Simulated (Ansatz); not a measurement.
# AlGaH (quartet): one geometry, many settings at distance Al1–H3 = 1.764 Å

What do other methods and options give for AlGaH (quartet) at this geometry, and how long do they take?

Method: the settings change from run to run; program: Ansatz 0.2.0, Gaussian basis.

32 further runs of the same task are left out: 25 that didn't finish, 7 set aside as unsound or not needed.

### Step 1. The system

The geometry derives from a PBE0/def2-TZVP stationary point (not a proven minimum). One bond is set to the value named and the two fragments are kept rigid. No spin-orbit coupling is included. The filled d shell of Ga may be among the frozen orbitals whatever the setting's name suggests; the logs give the count.

3 atoms, charge 0, spin multiplicity 4.

Atoms are counted from 1 here; the program's logs count them from 0.

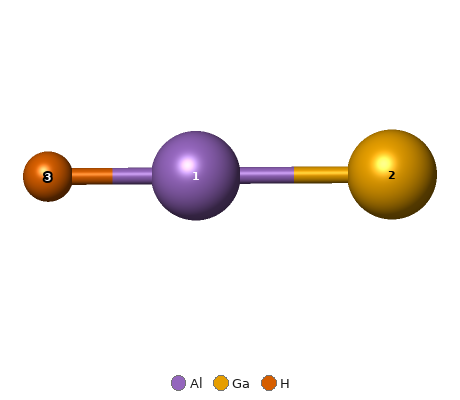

The geometry (aluminium purple, gallium amber, hydrogen orange); atoms are numbered from 1 in the order of the file.

### Step 2. CCSD on UHF/6-31G

File in.yaml:

```yaml
crystal:
  periodic: [false, false, false]
  atoms:
    - {symbol: Al, position_ang: [0.000000, 0.000000, 0.193200]}
    - {symbol: Ga, position_ang: [0.000000, 0.000000, -2.150400]}
    - {symbol: H, position_ang: [0.000000, 0.000000, 1.957200]}
basis:
  gaussian: {orbitals: 6-31G}
magnetization: {spin_polarized: true, initial_magnetization: 3}
correlation: {method: ccsd, electrons: valence}
accuracy: high
scf: {lower_state_search: off}
```

Command:

```bash
$ ansatz run in.yaml --threads 1 --pin off --events-out ev --progress --plain --max-ram 2393MiB
```

Output, cut to the lines that bear on the results:

```text
Functional definition: HF
  name "HF"
  cite "Fock, Z. Phys. 61, 126 (1930) doi:10.1007/BF01340294"
  parent pbe
[...]
732 factors; integrals over basis functions are off by at most 1.4e-8 eV
[...]
mean field -58921.27926752 eV, -2165.3170748037 hartree, gradient 2.1e-8 eV, S^2 3.768398; 0 other end points of the search recorded, 0 dependent functions left out
14 core orbitals not correlated: weight in the atoms' cores, before any rotation towards them, 1.000 or more for the frozen orbitals, at most 0.000 for the correlated occupied ones
reference -58921.27926752 eV, -2165.3170748037 hartree; 10, 7 occupied and 20, 23 virtual orbitals, 732 factors
second order -5.97590529 eV of doubles, -0.00000000 eV of singles
cycle   1  -5.78368456 eV  change    1.9e-1 eV  update   7.9e-2
[...]
cycle  24  -6.13674532 eV  change   5.7e-10 eV  update   2.0e-9
Total energy: -58927.41601284 eV, -2165.5425960345 hartree
Checks for a lower state left out: stability, starts, cluster_reference, orbital_swaps, neighbouring_geometries, increment
```

Wall time 7.5 s (1 thread of Intel Xeon at 2.50GHz, shared host).

From the report: ⟨S²⟩ of the determinant 3.768 (pure quartet: 3.75); correlation -6.1367 eV; T1 0.019; largest double amplitude 0.10.

### Step 3. CCSD(T) on UHF/aug-cc-pVDZ

Edit in.yaml of step 2 so:

```diff
@@ -7,6 +7,4 @@
 basis:
-  gaussian: {orbitals: 6-31G}
+  gaussian: {orbitals: aug-cc-pVDZ}
 magnetization: {spin_polarized: true, initial_magnetization: 3}
-correlation: {method: ccsd, electrons: valence}
-accuracy: high
-scf: {lower_state_search: off}
+correlation: {method: ccsd_t, electrons: outside_noble_gas}
```

Same command.

Output, cut to the lines that bear on the results:

```text
Functional definition: HF
  name "HF"
  cite "Fock, Z. Phys. 61, 126 (1930) doi:10.1007/BF01340294"
  parent pbe
[...]
766 factors; integrals over basis functions are off by at most 8.8e-4 eV
[...]
mean field -58930.22611326 eV, -2165.6458653202 hartree, gradient 3.0e-6 eV, S^2 3.776516; 4 other end points of the search recorded, 0 dependent functions left out
determinant -58930.22611326 eV, -2165.6458653202 hartree, with singles and doubles -58933.30200180 eV, -2165.7589021392 hartree
determinant -58928.09527673 eV, -2165.5675585221 hartree, with singles and doubles -58930.88635437 eV, -2165.6701287335 hartree
determinant -58927.19935088 eV, -2165.5346338545 hartree, with singles and doubles -58930.57411172 eV, -2165.6586540278 hartree
19 core orbitals not correlated: weight in the atoms' cores, before any rotation towards them, 0.999 or more for the frozen orbitals, at most 0.000 for the correlated occupied ones
reference -58930.22611326 eV, -2165.6458653202 hartree; 5, 2 occupied and 48, 51 virtual orbitals, 766 factors
second order -2.35096404 eV of doubles, -0.00000000 eV of singles
cycle   1  -3.06780777 eV  change   -9.1e-2 eV  update   2.0e-2
[...]
cycle  10  -3.08198168 eV  change    1.8e-6 eV  update   5.1e-6
perturbative correction -0.13699394 eV, -0.0050344344 hartree
Total energy: -58933.44508887 eV, -2165.7641604922 hartree
```

It took 28 s on 1 thread of Intel Xeon at 2.50GHz, shared host.

From the report: ⟨S²⟩ of the determinant 3.777 (pure quartet: 3.75); correlation -3.2190 eV; T1 0.026; largest double amplitude 0.05.

### Step 4. NEVPT2(5,8)/6-31G

File in.yaml:

```yaml
crystal:
  periodic: [false, false, false]
  atoms:
    - {symbol: Al, position_ang: [0.000000, 0.000000, 0.193200]}
    - {symbol: Ga, position_ang: [0.000000, 0.000000, -2.150400]}
    - {symbol: H, position_ang: [0.000000, 0.000000, 1.957200]}
basis:
  gaussian: {orbitals: 6-31G}
magnetization: {spin_polarized: false, initial_magnetization: 3}
correlation: {method: sc_nevpt2, electrons: outside_noble_gas, active_space: {window: {electrons: 5, orbitals: 8}}}
accuracy: high
scf: {lower_state_search: full}
```

The command is unchanged.

Output, cut to the lines that bear on the results:

```text
Functional definition: HF
  name "HF"
  cite "Fock, Z. Phys. 61, 126 (1930) doi:10.1007/BF01340294"
  parent pbe
[...]
732 factors; integrals over basis functions are off by at most 1.4e-8 eV
[...]
mean field -58921.19202799 eV, -2165.3138688104 hartree, gradient 3.4e-8 eV, S^2 3.750000; 9 other end points of the search recorded, 0 dependent functions left out
reference -58921.19202799 eV, -2165.3138688104 hartree; 24, 21 occupied and 20, 23 virtual orbitals, 732 factors
state -58922.24030203 eV, -2165.3523921708 hartree
state -58922.24030203 eV, -2165.3523921708 hartree; corrected -58922.94520527 eV, -2165.3782968870 hartree
state -58922.23646221 eV, -2165.3522510598 hartree
state -58922.23646221 eV, -2165.3522510598 hartree; corrected -58922.93141757 eV, -2165.3777901982 hartree
state -58922.24030203 eV, -2165.3523921708 hartree; corrected -58922.94520527 eV, -2165.3782968870 hartree
[...]
Total energy: -58922.94520527 eV, -2165.3782968870 hartree
```

It took 30 s on 1 thread of Intel Xeon at 2.50GHz, shared host.

From the report: 160 determinants; active occupations 1.94, 1.00, 0.98, 0.98, 0.03, 0.03, 0.02, 0.01.

### Step 5. NEVPT4(SD)(7,7)/6-31G

File in.yaml:

```yaml
crystal:
  periodic: [false, false, false]
  atoms:
    - {symbol: Al, position_ang: [0.000000, 0.000000, 0.193200]}
    - {symbol: Ga, position_ang: [0.000000, 0.000000, -2.150400]}
    - {symbol: H, position_ang: [0.000000, 0.000000, 1.957200]}
basis:
  gaussian: {orbitals: 6-31G}
magnetization: {spin_polarized: false, initial_magnetization: 3}
correlation: {method: fic_nevpt4_sd, electrons: outside_noble_gas, active_space: {window: {electrons: 7, orbitals: 7}, states: [{multiplicity: 4, weights: [0.5, 1, 0.5]}], root: 0}}
scf: {lower_state_search: off}
```

Launched as before.

Output, cut to the lines that bear on the results:

```text
Functional definition: HF
  name "HF"
  cite "Fock, Z. Phys. 61, 126 (1930) doi:10.1007/BF01340294"
  parent pbe
[...]
722 factors; integrals over basis functions are off by at most 1.1e-7 eV
[...]
mean field -58921.19202793 eV, -2165.3138688079 hartree, gradient 2.0e-6 eV, S^2 3.750000; 0 other end points of the search recorded, 0 dependent functions left out
reference -58921.19202793 eV, -2165.3138688079 hartree; 24, 21 occupied and 20, 23 virtual orbitals, 722 factors
state -58921.74571838 eV, -2165.3342165569 hartree
state -58919.45787642 eV, -2165.2501399155 hartree
state -58919.45787642 eV, -2165.2501399155 hartree
state -58921.74571838 eV, -2165.3342165569 hartree; corrected -58923.20124052 eV, -2165.3877060087 hartree
state -58919.45787642 eV, -2165.2501399155 hartree; corrected -58920.77624607 eV, -2165.2985891064 hartree
state -58919.45787642 eV, -2165.2501399155 hartree; corrected -58920.77624607 eV, -2165.2985891064 hartree
an earlier search ended where averaged states of different weights were degenerate, so these states were given the mean of their weights and the orbitals were optimised with it
Total energy: -58923.20124052 eV, -2165.3877060087 hartree
Checks for a lower state left out: stability, starts, cluster_reference, orbital_swaps, neighbouring_geometries, increment
```

Run time: 11 s. Hardware: 1 thread of Intel Xeon at 2.50GHz, shared host.

From the report: 112 determinants; active occupations (of the averaged states) 2.00, 1.98, 1.00, 0.63, 0.63, 0.39, 0.39.

### Step 6. BCCD(T)/STO-3G

File in.yaml:

```yaml
crystal:
  periodic: [false, false, false]
  atoms:
    - {symbol: Al, position_ang: [0.000000, 0.000000, 0.193200]}
    - {symbol: Ga, position_ang: [0.000000, 0.000000, -2.150400]}
    - {symbol: H, position_ang: [0.000000, 0.000000, 1.957200]}
basis:
  gaussian: {orbitals: STO-3G}
magnetization: {spin_polarized: false, initial_magnetization: 3}
hamiltonian: {xc: {name: B3LYP}}
correlation: {method: bccd_t, electrons: valence}
scf: {lower_state_search: light}
```

The command is unchanged.

Output, cut to the lines that bear on the results:

```text
Functional definition: B3LYP
  name "B3LYP"
  cite "Stephens, Devlin, Chabalowski & Frisch, J. Phys. Chem. 98, 11623 (1994) doi:10.1021/j100096a001"
  cite "Becke, Phys. Rev. A 38, 3098 (1988) doi:10.1103/PhysRevA.38.3098"
  cite "Lee, Yang & Parr, Phys. Rev. B 37, 785 (1988) doi:10.1103/PhysRevB.37.785"
  cite "Vosko, Wilk & Nusair, Can. J. Phys. 58, 1200 (1980) doi:10.1139/p80-159"
[...]
274 factors; integrals over basis functions are off by at most 1.4e-4 eV
[...]
mean field -58293.26917877 eV, -2142.2381297228 hartree, gradient 2.4e-8 eV, S^2 3.750000; 14 other end points of the search recorded, 0 dependent functions left out
[...]
14 core orbitals not correlated: weight in the atoms' cores, before any rotation towards them, 0.999 or more for the frozen orbitals, at most 0.001 for the correlated occupied ones
reference -58246.19455513 eV, -2140.5081692123 hartree; 10, 7 occupied and 4, 7 virtual orbitals, 274 factors
second order -1.38766209 eV of doubles, -0.37938061 eV of singles
cycle   1  -2.08523895 eV  change   -3.3e-1 eV  update   9.2e-2
[...]
cycle  42  -2.35844562 eV  change   -2.2e-6 eV  update   2.5e-6
perturbative correction -0.06042516 eV, -0.0022205838 hartree
Total energy: -58248.61342591 eV, -2140.5970610740 hartree
```

Wall time 57 s (1 thread of Intel Xeon at 2.50GHz, shared host).

From the report: correlation -2.4189 eV; largest double amplitude 0.12.

### Step 7. MP2 on UHF/6-31G

File in.yaml:

```yaml
crystal:
  periodic: [false, false, false]
  atoms:
    - {symbol: Al, position_ang: [0.000000, 0.000000, 0.193200]}
    - {symbol: Ga, position_ang: [0.000000, 0.000000, -2.150400]}
    - {symbol: H, position_ang: [0.000000, 0.000000, 1.957200]}
basis:
  gaussian: {orbitals: 6-31G}
magnetization: {spin_polarized: true, initial_magnetization: 3}
hamiltonian: {pseudopotentials: {relativity: scalar}}
correlation: {method: mp2, electrons: outside_noble_gas}
```

The command is unchanged.

Output, cut to the lines that bear on the results:

```text
Functional definition: HF
  name "HF"
  cite "Fock, Z. Phys. 61, 126 (1930) doi:10.1007/BF01340294"
  parent pbe
[...]
424 factors; integrals over basis functions are off by at most 1.4e-4 eV
[...]
mean field -59346.45648667 eV, -2180.9420494120 hartree, gradient 2.3e-6 eV, S^2 3.770308; 4 other end points of the search recorded, 0 dependent functions left out
19 core orbitals not correlated: weight in the atoms' cores, before any rotation towards them, 0.997 or more for the frozen orbitals, at most 0.001 for the correlated occupied ones
reference -59346.45648667 eV, -2180.9420494120 hartree; 5, 2 occupied and 20, 23 virtual orbitals, 424 factors
second order -1.38513667 eV of doubles, -0.00000000 eV of singles
Total energy: -59347.84162334 eV, -2180.9929522458 hartree
Relativity: scalar
```

It took 4.5 s on 1 thread of Intel Xeon at 2.50GHz, shared host.

From the report: ⟨S²⟩ of the determinant 3.770 (pure quartet: 3.75).

### Step 8. CCSDT(Q) on ROHF/6-31G*

File in.yaml:

```yaml
crystal:
  periodic: [false, false, false]
  atoms:
    - {symbol: Al, position_ang: [0.000000, 0.000000, 0.193200]}
    - {symbol: Ga, position_ang: [0.000000, 0.000000, -2.150400]}
    - {symbol: H, position_ang: [0.000000, 0.000000, 1.957200]}
basis:
  gaussian: {orbitals: "6-31G*"}
magnetization: {spin_polarized: false, initial_magnetization: 3}
hamiltonian: {pseudopotentials: {relativity: scalar}}
correlation: {method: ccsdt_q, electrons: outside_noble_gas}
```

Launched as before.

Output, cut to the lines that bear on the results:

```text
Functional definition: HF
  name "HF"
  cite "Fock, Z. Phys. 61, 126 (1930) doi:10.1007/BF01340294"
  parent pbe
[...]
876 factors; integrals over basis functions are off by at most 1.6e-7 eV
[...]
mean field -59348.37086424 eV, -2181.0124014901 hartree, gradient 1.4e-6 eV, S^2 3.750000; 6 other end points of the search recorded, 0 dependent functions left out
[...]
determinant -59348.37086424 eV, -2181.0124014901 hartree, with singles and doubles -59351.23699317 eV, -2181.1177297857 hartree
determinant -59346.24271753 eV, -2180.9341935411 hartree, with singles and doubles -59348.83471823 eV, -2181.0294478100 hartree
determinant -59345.56321143 eV, -2180.9092221526 hartree, with singles and doubles -59348.44838204 eV, -2181.0152502168 hartree
19 core orbitals not correlated: weight in the atoms' cores, before any rotation towards them, 0.999 or more for the frozen orbitals, at most 0.000 for the correlated occupied ones
reference -59348.37086424 eV, -2181.0124014901 hartree; 5, 2 occupied and 32, 35 virtual orbitals, 876 factors
second order -2.18819353 eV of doubles, -0.05078529 eV of singles
cycle   1  -2.65138494 eV  change   -4.1e-1 eV  update   8.0e-2
[...]
cycle  17  -3.04665968 eV  change    5.1e-7 eV  update   5.5e-7
perturbative correction -0.00853552 eV, -0.0003136745 hartree
Total energy: -59351.42605943 eV, -2181.1246778427 hartree
Relativity: scalar
```

Wall time 48 s (1 thread of Intel Xeon at 2.50GHz, shared host).

From the report: correlation -3.0552 eV; T1 0.035; largest double amplitude 0.09.

### Step 9. CASCI(7,5)/6-31G

File in.yaml:

```yaml
crystal:
  periodic: [false, false, false]
  atoms:
    - {symbol: Al, position_ang: [0.000000, 0.000000, 0.193200]}
    - {symbol: Ga, position_ang: [0.000000, 0.000000, -2.150400]}
    - {symbol: H, position_ang: [0.000000, 0.000000, 1.957200]}
basis:
  gaussian: {orbitals: 6-31G, point_charges: [{charge: -0.50, position_ang: [2.692, 0.381, -0.624]}]}
magnetization: {spin_polarized: false, initial_magnetization: 3}
correlation: {active_space: {window: {electrons: 7, orbitals: 5}, fixed_orbitals: true}}
```

Launched as before.

Output:

```text
Functional definition: HF
  name "HF"
  cite "Fock, Z. Phys. 61, 126 (1930) doi:10.1007/BF01340294"
  parent pbe
  exchange = exact_x
  correlation = 0
420 factors; integrals over basis functions are off by at most 1.4e-4 eV
mean field evaluation 1: about -58920.5274 eV, gradient 5.7e0 eV
mean field evaluation 2: about -58920.5485 eV, gradient 5.8e0 eV
mean field evaluation 4: about -58921.3180 eV, gradient 1.7e0 eV
mean field evaluation 8: about -58921.4115 eV, gradient 5.0e-1 eV
mean field evaluation 16: about -58921.4372 eV, gradient 3.8e-5 eV
mean field evaluation 32: about -58921.4369 eV, gradient 7.0e-2 eV
mean field -58921.43716271 eV, -2165.3228773449 hartree, gradient 2.4e-6 eV, S^2 3.750000; 4 other end points of the search recorded, 0 dependent functions left out
reference -58921.43716271 eV, -2165.3228773449 hartree; 24, 21 occupied and 20, 23 virtual orbitals, 420 factors
state -58921.43717659 eV, -2165.3228778551 hartree
Total energy: -58921.43717659 eV, -2165.3228778551 hartree
```

Run time: 6.5 s. Hardware: 1 thread of Intel Xeon at 2.50GHz, shared host.

From the report: 10 determinants; active occupations 2.00, 2.00, 1.00, 1.00, 1.00.

### Step 10. BCCD(T) on ROHF/6-31G

File in.yaml:

```yaml
crystal:
  periodic: [false, false, false]
  atoms:
    - {symbol: Al, position_ang: [0.000000, 0.000000, 0.193200]}
    - {symbol: Ga, position_ang: [0.000000, 0.000000, -2.150400]}
    - {symbol: H, position_ang: [0.000000, 0.000000, 1.957200]}
basis:
  gaussian: {orbitals: 6-31G}
magnetization: {spin_polarized: false, initial_magnetization: 3}
correlation: {method: bccd_t, electrons: outside_noble_gas}
scf: {lower_state_search: full}
output: {forces: true}
```

Launched as before.

Output, cut to the lines that bear on the results:

```text
Functional definition: HF
  name "HF"
  cite "Fock, Z. Phys. 61, 126 (1930) doi:10.1007/BF01340294"
  parent pbe
[...]
420 factors; integrals over basis functions are off by at most 1.4e-4 eV
[...]
mean field -58921.19186200 eV, -2165.3138627103 hartree, gradient 1.7e-6 eV, S^2 3.750000; 14 other end points of the search recorded, 0 dependent functions left out
[...]
determinant -58921.19186200 eV, -2165.3138627103 hartree, with singles and doubles -58923.24598432 eV, -2165.3893503133 hartree
determinant -58919.18243147 eV, -2165.2400175001 hartree, with singles and doubles -58920.83175004 eV, -2165.3006288397 hartree
determinant -58918.21603481 eV, -2165.2045030780 hartree, with singles and doubles -58920.59110291 eV, -2165.2917852207 hartree
determinant -58918.15795306 eV, -2165.2023686131 hartree, with singles and doubles -58920.16482141 eV, -2165.2761196645 hartree
19 core orbitals not correlated: weight in the atoms' cores, before any rotation towards them, 0.998 or more for the frozen orbitals, at most 0.001 for the correlated occupied ones
reference -58921.19186200 eV, -2165.3138627103 hartree; 5, 2 occupied and 20, 23 virtual orbitals, 420 factors
second order -1.41848102 eV of doubles, -0.03738348 eV of singles
cycle   1  -2.05730723 eV  change   -5.6e-2 eV  update   1.6e-2
[...]
cycle  14  -2.05859553 eV  change   -5.2e-8 eV  update   1.8e-7
perturbative correction -0.05882803 eV, -0.0021618904 hartree
[...]
Total energy: -58923.30928557 eV, -2165.3916765910 hartree
Atom 0 at     0.000000     0.000000     0.193200 Å, force    -0.000000    -0.000000     2.017681 eV/Å
Atom 1 at     0.000000     0.000000    -2.150400 Å, force     0.000000     0.000000    -0.811369 eV/Å
Atom 2 at     0.000000     0.000000     1.957200 Å, force     0.000000     0.000000    -1.206311 eV/Å
Dipole moment:    -0.000000    -0.000000    -0.167324 e Å
```

It took 27 s on 1 thread of Intel Xeon at 2.50GHz, shared host.

From the report: correlation -2.1174 eV; largest double amplitude 0.09.

### Step 11. The runs in one table

Where basis and cores are those of an earlier FCI/6-31G run (-58923.3405 eV), and the state is the same kind, the miss against it is given.

```csv
level,correlated,functions,energy (eV),from FCI (meV),time
CCSD on UHF/6-31G,valence,44,-58927.4160,,7.5 s
CCSD(T) on UHF/aug-cc-pVDZ,outside noble gas,72,-58933.4451,,28 s
"NEVPT2(5,8)/6-31G",outside noble gas,44,-58922.9452,395.3,30 s
"NEVPT4(SD)(7,7)/6-31G (lowest root of an average)",outside noble gas,44,-58923.2012,,11 s
BCCD(T)/STO-3G (on B3LYP orbitals),valence,28,-58248.6134,,57 s
MP2 on UHF/6-31G (relativity set),outside noble gas,44,-59347.8416,,4.5 s
CCSDT(Q) on ROHF/6-31G* (relativity set),outside noble gas,56,-59351.4261,,48 s
"CASCI(7,5)/6-31G (beside a point charge)",,44,-58921.4372,,6.5 s
BCCD(T) on ROHF/6-31G,outside noble gas,44,-58923.3093,31.2,27 s
```

### Step 12. Outcome

| quantity | value |
| --- | --- |
| runs | 9 |
| quickest | MP2 on UHF/6-31G (relativity set), 4.5 s |
| slowest | BCCD(T)/STO-3G (on B3LYP orbitals), 57 s |

**Reading.** Total energies in different bases, with other cores or another treatment of relativity can't be set against each other. BCCD(T)/STO-3G (on B3LYP orbitals) took 13 times as long as MP2 on UHF/6-31G (relativity set); the jobs differ in more than the method. Among the correlated runs with a miss given, it spans +31 to +395 meV.
